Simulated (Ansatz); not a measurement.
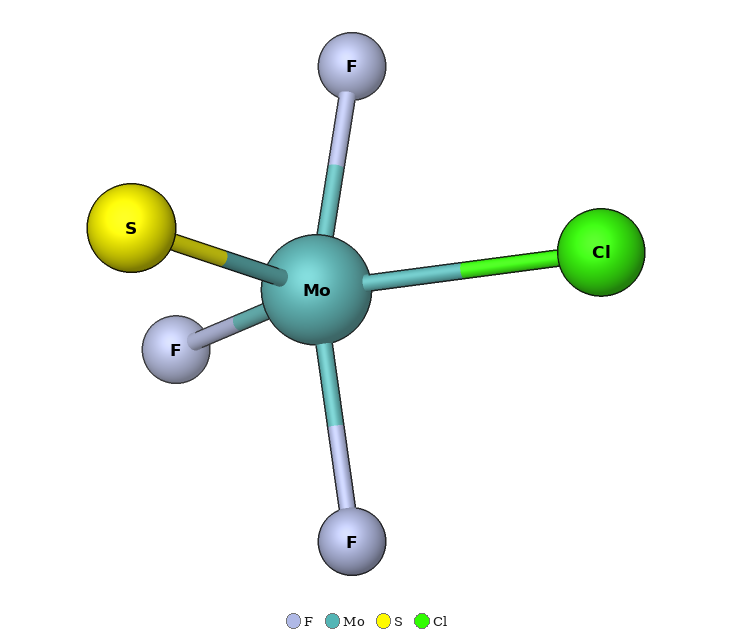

Charge 0, singlet. Computed geometry: PBE-D4/def2-SVP optimisation. No frequency run is at hand to confirm it as a minimum.

Describe the coordination sphere.

Mo binds 5 atoms: 3 F at 1.86 Å, 1 S at 2.10 Å, 1 Cl at 2.29 Å. The arrangement is square pyramidal.

What are the formal oxidation state of the metal and its number of d electrons?

Mo(VI), d⁰, counting the ligands as closed-shell ions or neutral donors.
